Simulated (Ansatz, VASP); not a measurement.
# PbF2 (Fluorocronite): VASP beside Ansatz

Aim: how closely do two programs agree when they are given the same cell, functional and k mesh? The cell is taken from a series of VASP runs on this material, whose earlier steps may have relaxed, scaled or displaced it; both programs get it as it stands. Valence electrons are named where the data sets of a main pair hold unlike numbers.

Calculated with Ansatz 0.2.0; plane waves, with VASP 6.6.1 beside it; single point at PBE with D3(BJ) and band structure at PBE with D3(BJ).

### Step 1. Set-up

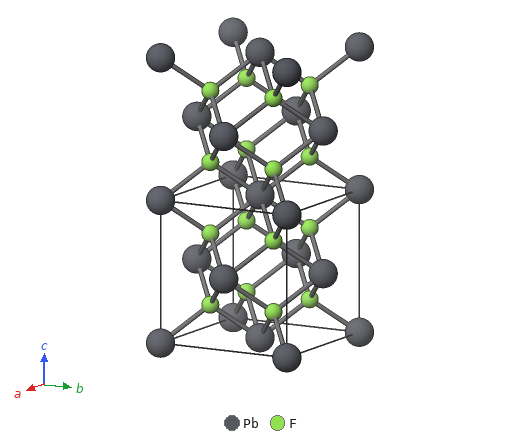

The cell as given, from a free direction (lead dark grey, fluorine green). 1×1×2 cells are drawn. This picture shows the conventional cell, with its axes. Some periodic images of atoms are drawn too.

Coordinates:

```xyz
3
Lattice="0.0000 2.9779 2.9779 2.9779 0.0000 2.9779 2.9779 2.9779 0.0000" Properties=species:S:1:pos:R:3 pbc="T T T"
Pb    0.0000    0.0000    0.0000
F     1.4890    1.4890    1.4890
F     4.4669    4.4669    4.4669
```

### Step 2. VASP: single point, PBE with D3(BJ)

A single point gives forces, pressure and levels at one fixed geometry, so differences don't come from the geometry; what else differs is listed under the comparison.

Lines of VASP's logs that name or quote its potential files are left out, and so is its time.

INCAR

```
SYSTEM = PbF2
PREC = Accurate
ENCUT = 520
EDIFF = 1E-06
NELM = 100
ISMEAR = 0
SIGMA = 0.05
LREAL = .FALSE.
ALGO = Normal
GGA = PE
IVDW = 12
NBANDS = 20
LORBIT = 11
LWAVE = .FALSE.
LCHARG = .TRUE.
ISIF = 2
LELF = .TRUE.
LVHAR = .TRUE.
```

POSCAR

```
PbF2
1.0
    0.0000000000      2.9779238876      2.9779238876
    2.9779238876      0.0000000000      2.9779238876
    2.9779238876      2.9779238876      0.0000000000
Pb F
1 2
Direct
    0.0000000000      0.0000000000      0.0000000000
    0.2500000000      0.2500000000      0.2500000000
    0.7500000000      0.7500000000      0.7500000000
```

KPOINTS

```
Automatic mesh
0
Gamma
7 7 7
0 0 0
```

The projector-augmented-wave data sets are Pb_d and F (PBE family, release 64).

Started as:

```bash
mpirun -np 2 vasp_std
```

Numbers of over 12 decimals in the logs are rounded to 6 here.

The log of the run:

```text
[banner, memory and clock lines left out]
running    2 mpi-ranks, on    1 nodes
 distrk:  each k-point on    2 cores,    1 groups
 distr:  one band on    1 cores,    2 groups

 POSCAR found type information on POSCAR PbF
 POSCAR found :  2 types and       3 ions
 LDA part: xc-table for (Slater+PW92), standard interpolation
 POSCAR, INCAR and KPOINTS ok, starting setup
 FFT: planning ... GRIDC
 FFT: planning ... GRID_SOFT
 FFT: planning ... GRID
 WAVECAR not read
 entering main loop
       N       E                     dE             d eps       ncg     rms          rms(c)
DAV:   1     0.304098680026E+03    0.30410E+03   -0.14782E+04   800   0.161E+03
DAV:   2     0.120074100698E+02   -0.29209E+03   -0.27469E+03   856   0.436E+02
DAV:   3    -0.154764050358E+02   -0.27484E+02   -0.27090E+02   960   0.144E+02
DAV:   4    -0.162815858306E+02   -0.80518E+00   -0.80413E+00   920   0.254E+01
DAV:   5    -0.163085313394E+02   -0.26946E-01   -0.26942E-01  1000   0.487E+00    0.803E+00
DAV:   6    -0.143532715974E+02    0.19553E+01   -0.94264E+00  1104   0.244E+01    0.270E+00
DAV:   7    -0.143498718457E+02    0.33998E-02   -0.46633E-01   832   0.426E+00    0.157E+00
DAV:   8    -0.143463095894E+02    0.35623E-02   -0.10339E-01   840   0.365E+00    0.523E-01
DAV:   9    -0.143433383426E+02    0.29712E-02   -0.20207E-02  1016   0.106E+00    0.103E-01
DAV:  10    -0.143444994523E+02   -0.11611E-02   -0.16355E-03   808   0.379E-01    0.337E-02
DAV:  11    -0.143444776833E+02    0.21769E-04   -0.14518E-04   944   0.109E-01    0.104E-02
DAV:  12    -0.143444895273E+02   -0.11844E-04   -0.40131E-05   860   0.563E-02    0.111E-02
DAV:  13    -0.143444873127E+02    0.22146E-05   -0.15835E-05  1024   0.384E-02    0.165E-03
DAV:  14    -0.143444873682E+02   -0.55523E-07   -0.68713E-07   632   0.627E-03
   1 F= -.14798455E+02 E0= -.14798455E+02  d E =-.896772E-17
```

OUTCAR, selected parts (step 2):

```text
ion  position               nearest neighbor table
   1  0.000  0.000  0.000-   2 2.58   3 2.58   3 2.58   3 2.58   3 2.58   2 2.58   2 2.58   2 2.58

  LATTYP: Found a face centered cubic cell.
 ALAT       =     5.9558477752

 Subroutine GETGRP returns: Found 48 space group operations
 (whereof 48 operations were pure point group operations)

The static configuration has the point symmetry O_h .

 Found     20 irreducible k-points:

   k-points           NKPTS =     20   k-points in BZ     NKDIM =     20   number of bands    NBANDS=     20

   dimension x,y,z NGX =    32 NGY =   32 NGZ =   32
   dimension x,y,z NGXF=    64 NGYF=   64 NGZF=   64

   ENCUT  =  520.0 eV  38.22 Ry    6.18 a.u.   7.83  7.83  7.83*2*pi/ulx,y,z

   NELECT =      28.0000    total number of electrons

 k-points in reciprocal lattice and weights: Automatic mesh
   0.00000000  0.00000000  0.00000000       0.003
   0.14285714  0.00000000  0.00000000       0.023
   0.28571429  0.00000000  0.00000000       0.023
   0.42857143  0.00000000  0.00000000       0.023
   0.14285714  0.14285714  0.00000000       0.017
   0.28571429  0.14285714  0.00000000       0.070
   0.42857143  0.14285714  0.00000000       0.070
  -0.42857143  0.14285714  0.00000000       0.070
  -0.28571429  0.14285714  0.00000000       0.070
[...]
-0.42857143  0.42857143  0.14285714       0.070
  -0.28571429  0.42857143  0.14285714       0.070

 average (electrostatic) potential at core
       1 -93.2235       2 -75.3811       3 -75.3811

 E-fermi :   1.9908

 k-point     1 :       0.0000    0.0000    0.0000
  band No.  band energies     occupation
    ...
     10      -0.6679      2.00000
     11      -0.6679      2.00000
     12      -0.1750      2.00000
     13      -0.1750      2.00000
     14      -0.1750      2.00000
     15       8.4732      0.00000
     16       8.4732      0.00000
     17       8.4732      0.00000
     18      12.3174      0.00000
     19      16.8319      0.00000
    ...

 k-point     2 :       0.1429    0.0000    0.0000
  band No.  band energies     occupation
    ...
     10      -0.7056      2.00000
     11      -0.7056      2.00000
     12      -0.2069      2.00000
     13      -0.2069      2.00000
     14       0.3088      2.00000
     15       7.8327      0.00000
     16       8.6321      0.00000
     17       8.6321      0.00000
     18      13.4197      0.00000
     19      16.3198      0.00000
    ...

 k-point     3 :       0.2857    0.0000    0.0000
  band No.  band energies     occupation
    ...
     10      -0.7882      2.00000
     11      -0.7882      2.00000
     12      -0.2784      2.00000
     13      -0.2783      2.00000
     14       1.0917      2.00000
     15       7.0818      0.00000
     16       8.9953      0.00000
     17       8.9953      0.00000
     18      14.7257      0.00000
     19      15.7250      0.00000
    ...

 Edisp (eV)   -0.45397

  Total       0.01139     0.01139     0.01139     0.00000     0.00000    -0.00000
  in kB       0.34555     0.34555     0.34555     0.00000     0.00000    -0.00000
  external pressure =        0.35 kB  Pullay stress =        0.00 kB

  energy-cutoff  :      520.00
  volume of cell :       52.82
      direct lattice vectors                 reciprocal lattice vectors
     0.000000000  2.977923888  2.977923888    -0.167902209  0.167902209  0.167902209
     2.977923888  0.000000000  2.977923888     0.167902209 -0.167902209  0.167902209
     2.977923888  2.977923888  0.000000000     0.167902209  0.167902209 -0.167902209

 POSITION                                       TOTAL-FORCE (eV/Angst)
 -----------------------------------------------------------------------------------
      0.00000      0.00000      0.00000        -0.000000     -0.000000      0.000000
      1.48896      1.48896      1.48896         0.000000      0.000000     -0.000000
      4.46689      4.46689      4.46689         0.000000      0.000000      0.000000
 -----------------------------------------------------------------------------------
    total drift:                                0.000000     -0.000000      0.000000

  FREE ENERGIE OF THE ION-ELECTRON SYSTEM (eV)
  ---------------------------------------------------
  free  energy   TOTEN  =       -14.7984551573 eV

  energy  without entropy=      -14.7984551573  energy(sigma->0) =      -14.79845516

 total charge
# of ion       s       p       d       tot
------------------------------------------
    1        1.553   0.281   9.864  11.699
    2        1.742   4.324   0.000   6.065
    3        1.742   4.324   0.000   6.065
--------------------------------------------------
tot          5.037   8.928   9.864  23.829

[... 3 further parts left out ...]
```

The gap is read on the k-mesh alone, so it is an upper bound where the band edges lie off the mesh.

### Step 3. Ansatz: single point, PBE with D3(BJ)

Ansatz runs on its default PAW (the set named soft_2) files.

The same cell, functional, mesh and smearing now go to Ansatz, which takes its cutoff from its data sets.

input.yaml

```yaml
crystal:
  lattice:
    - [0.0, 2.9779238876, 2.9779238876]
    - [2.9779238876, 0.0, 2.9779238876]
    - [2.9779238876, 2.9779238876, 0.0]
  atoms:
    - { symbol: Pb, position: [0.0, 0.0, 0.0] }
    - { symbol: F, position: [0.25, 0.25, 0.25] }
    - { symbol: F, position: [0.75, 0.75, 0.75] }
hamiltonian:
  xc: pbe
  pseudopotentials: { kind: paw }
  dispersion: d3bj
kpoints:
  mp_grid: { grid: [7, 7, 7] }
scf:
  occupations: { method: gaussian, width: 0.05 }
  n_extra_bands: 4
output:
  forces: true
  stress: true
  eigenvalues: true
  write_density: true
  write_potential: true
  elf: true
  volumetric_format: npy
```

Started as:

```bash
ansatz run input.yaml --threads 2 --pin off --max-ram 4608MiB --backend cpu --events-out ev --progress --plain --runs-dir out
```

The log of the run:

```text
scf.n_extra_bands = 4 over 14 filled bands (N_el = 28.0): the run solves 18 bands
Engine: ansatz 0.2.0, aarch64-unknown-linux-gnu
Pseudopotentials: kind: paw
Pseudopotential: Pb, paw, valence charge 14, recommended cutoff 420 eV (normal), Pb.paw.azcp
Pseudopotential: F, paw, valence charge 7, recommended cutoff 420 eV (normal), F.paw.azcp
Functional definition: PBE
  parameter kappa = 0.804
  parameter beta = 0.066725
  exchange = pbe_x(kappa = kappa, mu = beta*pi^2/3)
  correlation = pbe_c(beta = beta)
Crystal: 3 atoms, lattice volume = 52.817 Å³
Basis set: ecut = 420 eV, 1037 PW (Γ), exchange–correlation on 60×60×60 points (8 copies of the dense FFT grid, shifted against one another)
Bands: 18, of which v1, the nominal top of the filled ones, is band 14 counted from 1 (13 counted from 0)
Symmetry: 48 space group operations
Space group: Fm-3m (ITA 225), of the structure as read, at distance tolerance 3.8e-5 Å
k-points: 20 of 343
Non-local potential: Pb, projectors of the file, l = 0: 2, l = 1: 2, l = 2: 2, l = 3: 2
Non-local potential: F, projectors of the file, l = 0: 2, l = 1: 2, l = 2: 1
PAW form: soft (Blöchl's): semilocal exchange-correlation on the pseudo side does not see the compensation charge
PAW one-centre angular grid: Pb, 590 points (default); XC on 64 Gauss nodes
PAW one-centre angular grid: F, 110 points (default); XC on 64 Gauss nodes
Initial density: superposition of atomic densities (neutral atoms: chi_scale 0, normalization atom), corrected by the library's trained network
Initial wavefunctions: pseudopotential atomic-orbital guess
Functional: x = pbe(κ = 0.804, μ = 0.219515), c = pbe(β = 0.066725)
SCF iter   1: F=—  HF=-13525.160986 eV  |F-HF|=—  |Δ(HF+E_count)|=         —  Δρ=4.82e-4  dr2=5.86e-5  ethr=1.77e-3  ⟨swp⟩=6.0  Hψ=1856  notcnv=0
preconditioner: auto → none  [insulator: Δε(μ)=4.462 eV  Ē_g=17.089 eV  σ=0.050 eV  W_gap=1.00  n_scr=14 (ndim 8)  ℏωp=27.0 eV  f_vac=0.138  D(μ)=0.00/eV (n_scr^D=0)  ε∞_Penn≈3.5]
SCF iter   2: F=—  HF=-13525.159983 eV  |F-HF|=—  |Δ(HF+E_count)|=   1.00e-3  Δρ=4.78e-4  dr2=5.34e-5  ethr=2.09e-7  ⟨swp⟩=3.1  Hψ=972  notcnv=0
SCF iter   3: F=—  HF=-13525.160009 eV  |F-HF|=—  |Δ(HF+E_count)|=   2.55e-5  Δρ=1.98e-4  dr2=5.01e-6  ethr=1.91e-7  ⟨swp⟩=2.1  Hψ=504  notcnv=0
SCF iter   4: F=—  HF=-13525.160052 eV  |F-HF|=—  |Δ(HF+E_count)|=   4.25e-5  Δρ=9.68e-5  dr2=3.09e-6  ethr=1.79e-8  ⟨swp⟩=2.0  Hψ=634  notcnv=0
SCF iter   5: F=—  HF=-13525.160051 eV  |F-HF|=—  |Δ(HF+E_count)|=   2.52e-7  Δρ=3.09e-5  dr2=3.01e-7  ethr=1.11e-8  ⟨swp⟩=2.1  Hψ=635  notcnv=0
SCF iter   6: F=-13525.160051 eV  HF=-13525.160051 eV  |F-HF|=1.89e-10  |Δ(HF+E_count)|=   1.16e-7  Δρ=3.54e-6  dr2=2.80e-9  ethr=3.57e-10  ⟨swp⟩=8.8  Hψ=2431  notcnv=0
SCF 1 converged in 6 iterations: F = -13525.160051 eV  dr2 = 2.80e-9
  greatest PAW one-centre occupation: 0.984 electrons in one spin orbital (limit 2), on the Pb atom at site 0 (counted from 0), in its partial waves of l = 2
SCF converged after 6 iterations
Free energy (F): -13525.160051 eV
Harris-Foulkes:  -13525.160051 eV  (|F-HF|=1.89e-10)
Internal energy: -13525.160051 eV  (E = F + TS)
E sigma→0 (E₀):  -13525.160051 eV
Fermi energy:    7.032474 eV
--- Per-component energies (eV) ---
  E_band       = -127.470459
  E_kinetic    = 698.137569
  E_local      = -2269.742170  (includes V_loc(G=0)·N_el)
  E_nonlocal   = 496.945323
  E_hartree    = 871.929840
  E_xc         = -381.684332
  E_vxc        = -338.185730  (∫ρ·V_xc dr)
  E_paw        = -10801.688589  (= ΣΔE_a)
  E_vpaw       = -458.489166  (= ΣTr[D̂ρ^β])
  E_aug_tail   = 0.004124  (compensation charges beyond the density's cutoff)
  E_ewald      = -2138.607723
  E_disp       = -0.454093  (pairwise vdW)
  E_smearing   = -0.000000  (= −TS)
  E_closure    = 0.000000  (closes the sum)
  Σ components = -13525.160051   (vs F -13525.160051, Δ=0.00e0)
--- Forces (eV/Å), atoms counted from 1 ---
  atom   1  Pb    -0.00000000     0.00000000    -0.00000000
  atom   2  F      0.00000000    -0.00000000     0.00000000
  atom   3  F      0.00000000    -0.00000000    -0.00000000
  max |Σ_I F_I| component: 2.31e-17 eV/Å
--- Stress (GPa, compression-positive) ---
        0.237137       0.000000      -0.000000
       -0.000000       0.237137       0.000000
       -0.000000      -0.000000       0.237137
  P = ⅓ Tr σ = 0.2371 GPa (2.371 kbar)
--- Band table (eV; the first three rows and the last of 20) ---
  k-point 0: bands = [... 10 lower, 2.4194, 2.9119, 2.9119, 2.9119, 11.5704, 11.5704, 11.5704, 15.4168]
  k-point 1: bands = [... 10 lower, 2.3822, 2.8800, 2.8800, 3.3977, 10.9301, 11.7290, 11.7290, 16.5174]
  k-point 2: bands = [... 10 lower, 2.2996, 2.8087, 2.8087, 4.1827, 10.1782, 12.0915, 12.0915, 17.8204]
  k-point 19: bands = [... 10 lower, 2.4420, 3.2310, 3.3405, 4.7990, 10.5834, 11.0683, 12.4034, 14.9926]
```

The job ended after 1.8 s (2 threads of Arm Neoverse N1, shared host; peak memory 0.3 GiB).

The run ends at a pressure of 0.24 GPa.

### Step 4. Side by side

Known differences besides the potentials themselves: the cutoff is 420 eV in Ansatz and 520 eV in VASP; VASP leaves aspherical gradient terms in its spheres out (LASPH is not set), Ansatz keeps them. Total energies have different zeros and are not compared.

Compared:

```
                                        quantity  Ansatz   VASP  difference
                                  pressure (GPa)    0.24   0.03       +0.20
pressure without Ansatz's Pulay correction (GPa)   -0.22   0.03       -0.26
                          gap on the k mesh (eV)   4.466  4.463      +0.003
```

A gap on the mesh is an upper bound, since the band edges may lie between its points; neither run holds spin-orbit coupling, which can move the band edges of a compound of Pb. Ansatz's pressure holds a Pulay correction of 0.46 GPa; VASP's holds none.

### Step 5. VASP: band structure, PBE with D3(BJ)

The same path points are solved in both programs, so levels can be compared one by one.

INCAR

```
SYSTEM = PbF2
PREC = Accurate
ENCUT = 520
EDIFF = 1E-06
NELM = 100
ISMEAR = 0
SIGMA = 0.05
LREAL = .FALSE.
ALGO = Normal
GGA = PE
IVDW = 12
NBANDS = 27
LORBIT = 11
LWAVE = .FALSE.
LCHARG = .FALSE.
KPAR = 2
```

POSCAR is that of step 2.

KPOINTS is that of step 2.

KPOINTS_OPT

```
Line mode
16
Line-mode
Reciprocal
  0.00000000   0.00000000   0.00000000 GAMMA
  0.50000000   0.00000000   0.50000000 X

  0.50000000   0.00000000   0.50000000 X
  0.50000000   0.25000000   0.75000000 W

  0.50000000   0.25000000   0.75000000 W
  0.37500000   0.37500000   0.75000000 K

  0.37500000   0.37500000   0.75000000 K
  0.00000000   0.00000000   0.00000000 GAMMA

  0.00000000   0.00000000   0.00000000 GAMMA
  0.50000000   0.50000000   0.50000000 L

  0.50000000   0.50000000   0.50000000 L
  0.62500000   0.25000000   0.62500000 U

  0.62500000   0.25000000   0.62500000 U
  0.50000000   0.25000000   0.75000000 W

  0.50000000   0.25000000   0.75000000 W
  0.50000000   0.50000000   0.50000000 L

  0.50000000   0.50000000   0.50000000 L
  0.37500000   0.37500000   0.75000000 K

  0.62500000   0.25000000   0.62500000 U
  0.50000000   0.00000000   0.50000000 X
```

Started as:

```bash
mpirun -np 2 vasp_std
```

The log of the run:

```text
[banner, memory and clock lines left out]
running    2 mpi-ranks, on    1 nodes
[...]
LDA part: xc-table for (Slater+PW92), standard interpolation
 POSCAR, INCAR and KPOINTS ok, starting setup
[...]
entering main loop
       N       E                     dE             d eps       ncg     rms          rms(c)
DAV:   1     0.288679497734E+03    0.28868E+03   -0.13895E+04  1096   0.117E+03
DAV:   2     0.104439924351E+02   -0.27824E+03   -0.25501E+03  1137   0.358E+02
DAV:   3    -0.155969567282E+02   -0.26041E+02   -0.25723E+02  1223   0.112E+02
DAV:   4    -0.162881880813E+02   -0.69123E+00   -0.69064E+00  1317   0.187E+01
[...]
DAV:  11    -0.143444772948E+02    0.44677E-04   -0.12457E-04  1252   0.873E-02    0.128E-02
DAV:  12    -0.143444871691E+02   -0.98742E-05   -0.35061E-05  1160   0.468E-02    0.758E-03
DAV:  13    -0.143444873408E+02   -0.17174E-06   -0.48271E-06  1191   0.190E-02
   1 F= -.14798455E+02 E0= -.14798455E+02  d E =-.126580E-10
 Start KPOINTS_OPT (optional k-point list driver)
k-point batch [1-20\160]
       N       E                     dE             ncg
DAV:   1     0.158257725036E+04   -0.10373E+05     1115
DAV:   2    -0.375701094421E+04   -0.53396E+04     1183
DAV:   3    -0.425915214112E+04   -0.50214E+03     1209
DAV:   4    -0.427272964794E+04   -0.13578E+02     1330
DAV:   5    -0.427314328450E+04   -0.41364E+00     1414
DAV:   6    -0.427316029904E+04   -0.17015E-01     1421
DAV:   7    -0.427316102367E+04   -0.72463E-03     1477
DAV:   8    -0.427316103454E+04   -0.10872E-04     1151
DAV:   9    -0.427316103485E+04   -0.30395E-06      865
[...]
k-point batch [141-160\160]
       N       E                     dE             ncg
DAV:   1     0.182236863236E+04   -0.17526E+05     1083
DAV:   2    -0.370102366784E+04   -0.55234E+04     1115
DAV:   3    -0.425899638173E+04   -0.55797E+03     1267
DAV:   4    -0.427386661891E+04   -0.14870E+02     1424
DAV:   5    -0.427429474601E+04   -0.42813E+00     1426
DAV:   6    -0.427431490680E+04   -0.20161E-01     1522
DAV:   7    -0.427431581912E+04   -0.91233E-03     1553
DAV:   8    -0.427431582284E+04   -0.37129E-05     1284
DAV:   9    -0.427431582298E+04   -0.13929E-06      991
```

(Part 1 of 2 ends here.)

[Lines on the potential files, build, host, timing and source positions are cut from VASP's logs without a mark.]

[Logs are printed without paths, hosts, clocks, repeated set-up lines and the standing remarks that a program may print on its own settings, such as how far it seeks lower states.]

[Hosts, paths, dates, database ids (printed as entryN), source tags and the programs' standing remarks are cut or masked in the printed files.]
